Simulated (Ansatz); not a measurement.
# CH7NSi: molecular dynamics

Aim: follow the molecule's vibrations and see whether its bonds hold. The start is relaxed first. Runs: 300 steps of 0.25 fs at constant energy, with velocities drawn for 500 K. SMILES of the start: C[SiH2]N.

All numbers below are computed with Ansatz 0.2.0 (RKS PBE0-D4/def2-SVP).

## 1. The structure to begin with

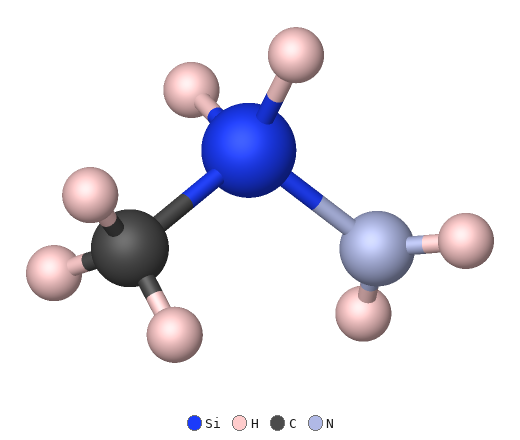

Start, viewed from a chosen angle; silicon blue, hydrogen pink, carbon dark grey, nitrogen light blue.

Coordinates:

```xyz
10

Si    0.0000    0.0000    0.0000
H     0.0000    0.0000    1.4600
H     1.3768    0.0000   -0.4862
C    -0.8808    1.5259   -0.6227
H    -1.9334    1.2723   -0.8671
H    -0.8624    2.3106    0.1622
H    -0.3704    1.9025   -1.5336
N    -0.8572   -1.4851   -0.6061
H    -1.3922   -2.1014    0.0704
H    -0.8219   -1.7344   -1.6357
```

## 2. Preparing the start

Input file input.yaml:

```yaml
crystal:
  periodic: [false, false, false]
  atoms:
    - { symbol: Si, position_ang: [0.0, 0.0, 0.0] }
    - { symbol: H, position_ang: [0.0, 0.0, 1.46] }
    - { symbol: H, position_ang: [1.3768, 0.0, -0.4862] }
    - { symbol: C, position_ang: [-0.8808, 1.5259, -0.6227] }
    - { symbol: H, position_ang: [-1.9334, 1.2723, -0.8671] }
    - { symbol: H, position_ang: [-0.8624, 2.3106, 0.1622] }
    - { symbol: H, position_ang: [-0.3704, 1.9025, -1.5336] }
    - { symbol: "N", position_ang: [-0.8572, -1.4851, -0.6061] }
    - { symbol: H, position_ang: [-1.3922, -2.1014, 0.0704] }
    - { symbol: H, position_ang: [-0.8219, -1.7344, -1.6357] }
basis:
  gaussian: { orbitals: def2-SVP }
hamiltonian:
  xc: pbe0
  dispersion: d4
relax:
  f_tol: 0.02
  max_steps: 40
```

On the command line:

```bash
> ansatz run input.yaml --threads 1 --pin off --max-ram 2048MiB --backend cpu --events-out ev --progress --plain --runs-dir out
```

Standard output, cut to the lines that bear on the results:

```text
Warning: RAYON_NUM_THREADS=1 ignored (pool sized by the plan → 1); use --threads N
[...]
Functional definition: PBE0
[...]
877 factors; integrals over basis functions are off by at most 6.5e-4 eV
[...]
mean field -10508.28106310 eV, -386.1722063001 hartree, gradient 8.0e-5 eV, S^2 0.000000; 0 other end points of the search recorded, 0 dependent functions left out
[...]
reference -10508.28108971 eV, -386.1722072781 hartree; 17, 17 occupied and 64, 64 virtual orbitals, 877 factors
relax step   1: F+E_penalty+E_count = -10508.40916218 eV  Δ(F+E_penalty+E_count) = +0.000e0 eV  max|allowed force component| = 2.095e0 eV/Å  Δτ_max = 0.0000 Å  (23 SCF iters, accepted)
[...]
relax step   5: F+E_penalty+E_count = -10508.74703595 eV  Δ(F+E_penalty+E_count) = -1.702e-2 eV  max|allowed force component| = 1.163e-1 eV/Å  Δτ_max = 0.1000 Å  (23 SCF iters, accepted)
[...]
relax step   9: F+E_penalty+E_count = -10508.78461182 eV  Δ(F+E_penalty+E_count) = -5.365e-3 eV  max|allowed force component| = 9.154e-2 eV/Å  Δτ_max = 0.0741 Å  (23 SCF iters, accepted)
[...]
relax step  13: F+E_penalty+E_count = -10508.78338631 eV  Δ(F+E_penalty+E_count) = +5.843e-3 eV  max|allowed force component| = 6.650e-1 eV/Å  Δτ_max = 0.0741 Å  (23 SCF iters, rejected (line search))
[...]
relax step  15: F+E_penalty+E_count = -10508.79030229 eV  Δ(F+E_penalty+E_count) = -2.068e-4 eV  max|allowed force component| = 4.521e-2 eV/Å  Δτ_max = 0.0374 Å  (23 SCF iters, accepted)
[...]
relax step  16: F+E_penalty+E_count = -10508.79035495 eV  Δ(F+E_penalty+E_count) = -5.266e-5 eV  max|allowed force component| = 9.281e-3 eV/Å  Δτ_max = 0.0058 Å  (21 SCF iters, accepted)
877 factors; integrals over basis functions are off by at most 7.0e-4 eV
mean field -10508.66100682 eV, -386.1861689745 hartree, gradient 9.8e-6 eV, S^2 0.000000; 1 other end points of the search recorded, 0 dependent functions left out
[...]
reference -10508.66103366 eV, -386.1861699606 hartree; 17, 17 occupied and 64, 64 virtual orbitals, 877 factors
Total energy: -10508.79038179 eV, -386.1909234168 hartree
Atom 0 at    -0.130816    -0.038191     0.061697 Å, force    -0.008081     0.008157     0.004031 eV/Å
Atom 1 at    -0.345774    -0.114551     1.540540 Å, force    -0.002144    -0.006970    -0.000168 eV/Å
Atom 2 at     1.358426     0.011159    -0.156689 Å, force    -0.001510     0.000177    -0.004360 eV/Å
Atom 3 at    -0.869647     1.528000    -0.653817 Å, force     0.007665     0.002804    -0.003531 eV/Å
Atom 4 at    -1.953511     1.569609    -0.467519 Å, force     0.003966    -0.003044     0.000255 eV/Å
Atom 5 at    -0.401947     2.419145    -0.206648 Å, force    -0.001735    -0.001586    -0.001691 eV/Å
Atom 6 at    -0.706574     1.578959    -1.742357 Å, force    -0.002697     0.001905     0.000380 eV/Å
Atom 7 at    -0.937456    -1.415177    -0.625153 Å, force     0.008383    -0.009281     0.002767 eV/Å
Atom 8 at    -0.819264    -2.316986    -0.175418 Å, force    -0.003080     0.006134    -0.005619 eV/Å
Atom 9 at    -0.934936    -1.531566    -1.633435 Å, force    -0.000767     0.001705     0.007937 eV/Å
Dipole moment:    -0.006380    -0.133251    -0.193531 e Å
```

Run time: 39 s. Hardware: 1 thread of Arm Neoverse V2, shared host; peak memory 0.14 GiB.

Step by step:

```
step  energy from step 1 (eV)  largest force component (eV/Å)
   1                   0.0000                          2.0948
   2                  -0.2682                          1.0389
   3                  -0.3209                          0.1779
  4x                  -0.2801                          0.7934
   5                  -0.3379                          0.1163
   6                  -0.3497                          0.3492
   7                  -0.3701                          0.1587
  8x                  -0.3611                          0.2804
   9                  -0.3754                          0.0915
 10x                  -0.3734                          0.2974
  11                  -0.3784                          0.0574
  12                  -0.3801                          0.0997
 13x                  -0.3742                          0.6650
  14                  -0.3809                          0.0246
  15                  -0.3811                          0.0452
  16                  -0.3812                          0.0093
```

Step 1 is the start. 4 steps were tried and not accepted (4, 8, 10, 13; marked x where the table lists them).

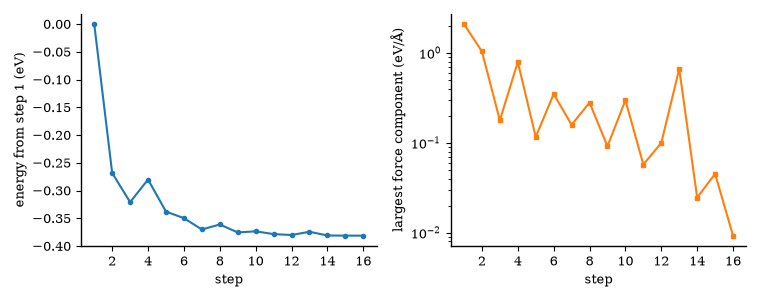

How energy and force went from step to step.

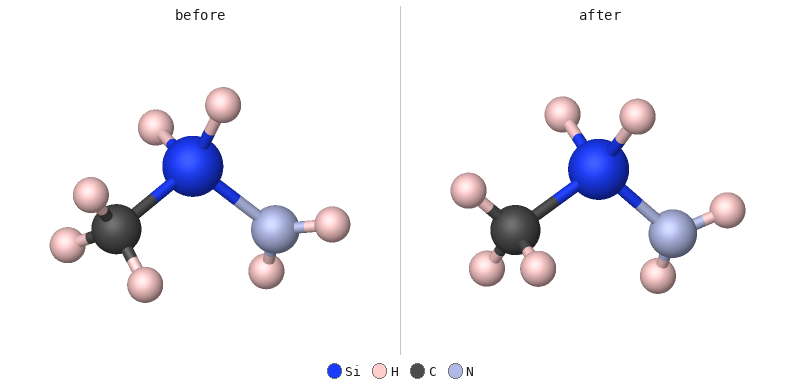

Before and after, at one scale.

After: Bond lengths: Si1–H2 1.496 Å, Si1–H3 1.506 Å, Si1–C4 1.874 Å, C4–H5 1.101 Å, C4–H6 1.101 Å, C4–H7 1.102 Å, Si1–N8 1.737 Å, N8–H9 1.015 Å, N8–H10 1.015 Å. Angles (14 of 15 angles, heavy atoms first): C4–Si1–N8 109.2°, H2–Si1–C4 111.3°, H2–Si1–N8 106.5°, H3–Si1–C4 107.9°, H3–Si1–N8 115.3°, Si1–C4–H5 110.8°, Si1–C4–H6 110.7°, Si1–C4–H7 110.9°, Si1–N8–H9 118.4°, Si1–N8–H10 118.8°, H2–Si1–H3 106.7°, H5–C4–H6 108.6°, H5–C4–H7 108.1°, H6–C4–H7 107.5°.

## 3. The run

300 steps of 0.25 fs at constant energy, with velocities drawn for 500 K, from the relaxed start. H is given a mass of 2.014 u.

Input file input.yaml:

```yaml
crystal:
  periodic: [false, false, false]
  atoms:
    - { symbol: Si, position_ang: [-0.130816, -0.038191, 0.061697] }
    - { symbol: H, position_ang: [-0.345774, -0.114551, 1.54054] }
    - { symbol: H, position_ang: [1.358426, 0.011159, -0.156689] }
    - { symbol: C, position_ang: [-0.869647, 1.528, -0.653817] }
    - { symbol: H, position_ang: [-1.953511, 1.569609, -0.467519] }
    - { symbol: H, position_ang: [-0.401947, 2.419145, -0.206648] }
    - { symbol: H, position_ang: [-0.706574, 1.578959, -1.742357] }
    - { symbol: "N", position_ang: [-0.937456, -1.415177, -0.625153] }
    - { symbol: H, position_ang: [-0.819264, -2.316986, -0.175418] }
    - { symbol: H, position_ang: [-0.934936, -1.531566, -1.633435] }
basis:
  gaussian: { orbitals: def2-SVP }
hamiltonian:
  xc: pbe0
  dispersion: d4
md:
  timestep: 0.25
  n_steps: 300
  ensemble: nve
  temperature: 500.0
  initial_velocities: maxwell_boltzmann
  seed: 331368
  masses: [{ species: H, mass: 2.014 }]
```

On the command line:

```bash
> ansatz run input.yaml --threads 1 --pin off --max-ram 2048MiB --backend cpu --events-out ev --progress --plain --runs-dir out
```

Standard output, cut to the lines that bear on the results:

```text
Warning: RAYON_NUM_THREADS=1 ignored (pool sized by the plan → 1); use --threads N
[...]
[... 1 set-up line as earlier in the session ...]
[...]
880 factors; integrals over basis functions are off by at most 5.7e-4 eV
[...]
mean field -10508.66100738 eV, -386.1861689951 hartree, gradient 1.6e-5 eV, S^2 0.000000; 0 other end points of the search recorded, 0 dependent functions left out
[...]
reference -10508.66103420 eV, -386.1861699806 hartree; 17, 17 occupied and 64, 64 virtual orbitals, 880 factors
md step     0: t =     0.00 fs  T =   500.0 K  F+E_penalty+E_count = -10508.79035552 eV  E_kin = 0.517040 eV  conserved = -10508.27331552 eV  (24 SCF iters)
[...]
md step    20: t =     5.00 fs  T =   252.0 K  F+E_penalty+E_count = -10508.53357280 eV  E_kin = 0.260598 eV  conserved = -10508.27297524 eV  (22 SCF iters)
[...]
md step    40: t =    10.00 fs  T =   136.1 K  F+E_penalty+E_count = -10508.41365517 eV  E_kin = 0.140713 eV  conserved = -10508.27294207 eV  (21 SCF iters)
[...]
md step    60: t =    15.00 fs  T =   217.2 K  F+E_penalty+E_count = -10508.49767291 eV  E_kin = 0.224593 eV  conserved = -10508.27307953 eV  (22 SCF iters)
[...]
md step    79: t =    19.75 fs  T =   311.0 K  F+E_penalty+E_count = -10508.59475489 eV  E_kin = 0.321648 eV  conserved = -10508.27310661 eV  (22 SCF iters)
md step    80: t =    20.00 fs  T =   317.6 K  F+E_penalty+E_count = -10508.60155812 eV  E_kin = 0.328443 eV  conserved = -10508.27311508 eV  (22 SCF iters)
```

## 4. More of the same log: dynamics from the start

The log, continued, cut to the lines that bear on the results:

```text
md step    81: t =    20.25 fs  T =   323.2 K  F+E_penalty+E_count = -10508.60730838 eV  E_kin = 0.334187 eV  conserved = -10508.27312121 eV  (22 SCF iters)
[...]
md step   107: t =    26.75 fs  T =   230.8 K  F+E_penalty+E_count = -10508.51172204 eV  E_kin = 0.238713 eV  conserved = -10508.27300912 eV  (21 SCF iters)
[...]
md step   133: t =    33.25 fs  T =   188.8 K  F+E_penalty+E_count = -10508.46825843 eV  E_kin = 0.195278 eV  conserved = -10508.27298040 eV  (21 SCF iters)
[...]
md step   159: t =    39.75 fs  T =   255.4 K  F+E_penalty+E_count = -10508.53708696 eV  E_kin = 0.264142 eV  conserved = -10508.27294531 eV  (21 SCF iters)
[...]
md step   184: t =    46.00 fs  T =   240.0 K  F+E_penalty+E_count = -10508.52115601 eV  E_kin = 0.248221 eV  conserved = -10508.27293477 eV  (21 SCF iters)
md step   185: t =    46.25 fs  T =   234.3 K  F+E_penalty+E_count = -10508.51517080 eV  E_kin = 0.242242 eV  conserved = -10508.27292901 eV  (21 SCF iters)
```

## 5. More of the same log: dynamics from the start

The log, continued, cut to the lines that bear on the results:

```text
md step   186: t =    46.50 fs  T =   230.4 K  F+E_penalty+E_count = -10508.51116775 eV  E_kin = 0.238237 eV  conserved = -10508.27293057 eV  (21 SCF iters)
[...]
md step   206: t =    51.50 fs  T =   195.2 K  F+E_penalty+E_count = -10508.47494021 eV  E_kin = 0.201877 eV  conserved = -10508.27306293 eV  (22 SCF iters)
[...]
md step   226: t =    56.50 fs  T =   197.2 K  F+E_penalty+E_count = -10508.47710188 eV  E_kin = 0.203968 eV  conserved = -10508.27313382 eV  (21 SCF iters)
[...]
md step   246: t =    61.50 fs  T =   309.7 K  F+E_penalty+E_count = -10508.59337284 eV  E_kin = 0.320296 eV  conserved = -10508.27307700 eV  (22 SCF iters)
[...]
md step   298: t =    74.50 fs  T =   153.1 K  F+E_penalty+E_count = -10508.43126116 eV  E_kin = 0.158321 eV  conserved = -10508.27294034 eV  (21 SCF iters)
[...]
Atom 0 at    -0.124963    -0.072853     0.101903 Å, force    -0.155184     1.820419    -0.176359 eV/Å
Atom 1 at    -0.448485    -0.037767     1.600039 Å, force     0.294600    -0.214438    -0.527197 eV/Å
Atom 2 at     1.373460     0.000295    -0.119456 Å, force    -0.218276    -0.182866     0.269824 eV/Å
Atom 3 at    -0.842433     1.527361    -0.666681 Å, force    -2.291405    -1.571273    -0.421764 eV/Å
Atom 4 at    -1.975915     1.585908    -0.543679 Å, force     1.044707    -0.344998     0.109514 eV/Å
Atom 5 at    -0.529418     2.489150    -0.400089 Å, force     1.102041     1.720693     1.327841 eV/Å
Atom 6 at    -0.732378     1.605863    -1.744137 Å, force     0.259787    -0.586921    -0.774059 eV/Å
Atom 7 at    -0.875414    -1.395682    -0.679336 Å, force    -0.112982     0.404984    -0.117510 eV/Å
Atom 8 at    -0.716068    -2.265978    -0.222162 Å, force    -0.215007    -1.025172    -0.077680 eV/Å
Atom 9 at    -1.450181    -1.410119    -1.519158 Å, force     0.291719    -0.020429     0.387390 eV/Å
Dipole moment:    -0.166565    -0.181074    -0.163118 e Å
```

It took 11 min on 1 thread of Arm Neoverse V2, shared host; peak memory 0.14 GiB.

## 6. The trajectory

One step in 12; energies are changes from step 0:

| time (fs) | T (K) | potential energy change (meV/atom) | total energy change (meV/atom) |
| --- | --- | --- | --- |
| 0.0 | 500 | 0.0 | 0.00 |
| 3.0 | 324 | 18.2 | 0.04 |
| 6.0 | 249 | 26.0 | 0.02 |
| 9.0 | 174 | 33.7 | 0.03 |
| 12.0 | 150 | 36.2 | 0.03 |
| 15.0 | 217 | 29.3 | 0.02 |
| 18.0 | 251 | 25.8 | 0.03 |
| 21.0 | 333 | 17.3 | 0.02 |
| 24.0 | 268 | 24.1 | 0.03 |
| 27.0 | 235 | 27.4 | 0.03 |
| 30.0 | 241 | 26.8 | 0.02 |
| 33.0 | 188 | 32.3 | 0.03 |
| 36.0 | 249 | 26.0 | 0.02 |
| 39.0 | 252 | 25.7 | 0.03 |
| 42.0 | 332 | 17.4 | 0.02 |
| 45.0 | 279 | 22.9 | 0.03 |
| 48.0 | 239 | 27.0 | 0.03 |
| 51.0 | 216 | 29.3 | 0.02 |
| 54.0 | 130 | 38.3 | 0.04 |
| 57.0 | 206 | 30.4 | 0.02 |
| 60.0 | 230 | 27.9 | 0.04 |
| 63.0 | 380 | 12.5 | 0.01 |
| 66.0 | 337 | 16.9 | 0.03 |
| 69.0 | 287 | 22.1 | 0.03 |
| 72.0 | 287 | 22.0 | 0.01 |
| 75.0 | 133 | 37.9 | 0.04 |

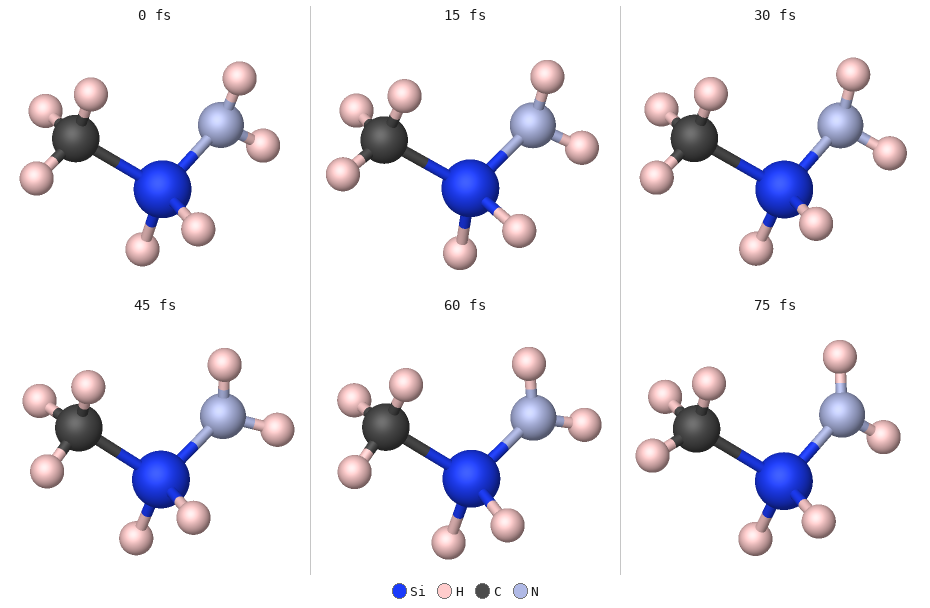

Six frames of the run, seen from a chosen angle. Sticks join atoms within a bonding distance in each frame.

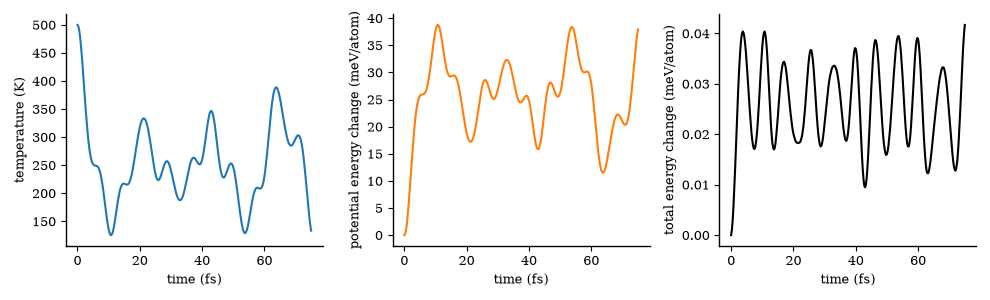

Time series of the run, each on its own scale.

## 7. Snapshots as a file

Positions (Å) and forces (eV/Å):

```xyz
10
time_fs=9.5 T=153 dE=0.3594
Si   -0.149    0.007    0.053    0.575   -3.167    0.706
H    -0.270   -0.246    1.521   -0.286    0.465    0.159
H     1.335   -0.194   -0.093    0.114    0.623   -0.317
C    -0.856    1.530   -0.633    1.541    1.825   -0.675
H    -1.902    1.562   -0.478   -1.643    0.040    0.216
H    -0.422    2.516   -0.297   -0.232   -0.980    0.178
H    -0.666    1.566   -1.715   -0.146   -0.223   -0.237
N    -0.950   -1.461   -0.612    0.275    0.462    1.115
H    -0.671   -2.399   -0.273   -0.109    0.983    0.048
H    -0.950   -1.516   -1.605   -0.090   -0.028   -1.192
10
time_fs=18.8 T=278 dE=0.2302
Si   -0.153   -0.027    0.062    0.524   -0.757    0.609
H    -0.300   -0.205    1.573   -0.082    0.333   -0.490
H     1.362   -0.167   -0.145   -0.396    0.414   -0.062
C    -0.841    1.590   -0.656   -1.982   -1.769   -0.092
H    -1.990    1.560   -0.479    1.722    0.225   -0.275
H    -0.421    2.497   -0.247    0.305    0.488    0.147
H    -0.679    1.496   -1.750   -0.026    0.427    0.215
N    -0.957   -1.456   -0.606    0.232    0.359   -0.124
H    -0.511   -2.324   -0.287   -0.261    0.307   -0.070
H    -0.993   -1.491   -1.625   -0.036   -0.026    0.143
10
time_fs=28.0 T=253 dE=0.2561
Si   -0.145   -0.081    0.081   -0.521    2.765   -0.991
H    -0.373   -0.042    1.526    0.052   -0.219    0.599
H     1.299    0.017   -0.230    0.502   -0.215    0.129
C    -0.857    1.582   -0.677    0.669   -1.456    0.500
H    -1.923    1.633   -0.507   -0.743    0.059    0.137
H    -0.392    2.461   -0.215    0.168    0.083   -0.101
H    -0.696    1.560   -1.762    0.153    0.222   -0.131
N    -0.954   -1.422   -0.604   -0.440   -0.232   -1.175
H    -0.427   -2.218   -0.300    0.022   -1.138    0.021
H    -1.054   -1.472   -1.637    0.139    0.131    1.012
10
time_fs=37.5 T=263 dE=0.2451
Si   -0.147   -0.065    0.081    0.175    1.550    0.043
H    -0.411    0.040    1.594    0.321   -0.345   -0.685
H     1.346    0.122   -0.249   -0.429   -0.440    0.396
C    -0.862    1.499   -0.674    1.090    1.862   -0.103
H    -1.917    1.700   -0.513   -0.585   -0.179    0.193
H    -0.321    2.406   -0.223   -0.547   -1.106   -0.167
H    -0.672    1.692   -1.755   -0.041   -0.612    0.242
N    -0.947   -1.427   -0.605    0.154   -0.468   -0.083
H    -0.478   -2.296   -0.378   -0.147   -0.403    0.038
H    -1.103   -1.417   -1.611    0.009    0.141    0.126
10
time_fs=47.0 T=228 dE=0.2815
Si   -0.148   -0.009    0.075   -0.401   -2.331   -0.598
H    -0.345   -0.004    1.514   -0.152    0.041    0.849
H     1.310    0.067   -0.132    0.562    0.019   -0.114
C    -0.856    1.481   -0.679   -2.198    0.569   -0.425
H    -1.969    1.686   -0.474    1.436   -0.411   -0.284
H    -0.294    2.232   -0.166    0.486    1.218    0.515
H    -0.647    1.625   -1.746   -0.054   -0.157   -0.132
N    -0.925   -1.465   -0.603    0.696    0.052    1.089
H    -0.633   -2.450   -0.468   -0.072    1.038    0.096
H    -1.149   -1.323   -1.563   -0.303   -0.038   -0.995
10
time_fs=56.2 T=191 dE=0.3198
Si   -0.155   -0.009    0.062    0.703   -1.772    1.340
H    -0.316   -0.040    1.601   -0.133    0.163   -0.738
H     1.382    0.007   -0.045   -0.543    0.175   -0.242
C    -0.878    1.522   -0.694    1.400   -0.600    0.715
H    -1.923    1.597   -0.466   -0.959    0.260    0.014
H    -0.283    2.252   -0.101   -0.394    0.327   -0.698
H    -0.650    1.504   -1.761   -0.046    0.511   -0.196
N    -0.888   -1.460   -0.599   -0.167    0.400   -0.425
H    -0.746   -2.468   -0.479    0.244    0.746    0.299
H    -1.225   -1.286   -1.541   -0.106   -0.210   -0.069
10
time_fs=65.5 T=354 dE=0.1516
Si   -0.145   -0.056    0.079    0.352    1.247    0.001
H    -0.348   -0.024    1.526   -0.232   -0.074    0.725
H     1.330    0.006   -0.052    0.422   -0.003   -0.186
C    -0.870    1.526   -0.679    1.061    0.681   -0.048
H    -1.948    1.579   -0.504   -0.217    0.103    0.029
H    -0.367    2.461   -0.226   -0.687   -1.286   -0.581
H    -0.686    1.547   -1.786   -0.122    0.063    0.607
N    -0.866   -1.415   -0.624   -1.164    0.123   -1.582
H    -0.741   -2.366   -0.360    0.168   -0.731    0.288
H    -1.341   -1.331   -1.535    0.419   -0.122    0.748
10
time_fs=75.0 T=133 dE=0.3794
Si   -0.125   -0.073    0.102   -0.155    1.820   -0.176
H    -0.449   -0.038    1.600    0.295   -0.214   -0.527
H     1.373    0.000   -0.119   -0.218   -0.183    0.270
C    -0.842    1.527   -0.667   -2.291   -1.571   -0.422
H    -1.976    1.586   -0.544    1.045   -0.345    0.110
H    -0.529    2.489   -0.400    1.102    1.721    1.328
H    -0.732    1.606   -1.744    0.260   -0.587   -0.774
N    -0.875   -1.396   -0.679   -0.113    0.405   -0.117
H    -0.716   -2.266   -0.222   -0.215   -1.025   -0.078
H    -1.450   -1.410   -1.519    0.292   -0.020    0.387
```

## 8. Outcome

```
                          quantity                          value
           relaxation of the start       11 moves, 0.381 eV lower
                            length           300 steps of 0.25 fs
  temperature, first and last step                  500 and 133 K
          temperature, second half  mean 260 K, from 129 to 389 K
     potential energy, second half    +25 meV/atom from the start
largest change of the total energy                  0.04 meV/atom
            bonds formed or broken                              0
```

What this shows: The temperature starts at 500 K and averages 260 K in the second half, where it ranges from 129 to 389 K. About half is expected from a start at a minimum: kinetic energy passes into potential energy until both shares match. The total energy strays from its start by at most 0.04 meV/atom, 0.2 % of the mean kinetic energy, so a step of 0.25 fs is short enough over this time. The bonds all hold. A run of 75 fs with 10 atoms shows the motion but fixes no equilibrium value. The nuclei move classically, without zero-point motion, which matters most for hydrogen.
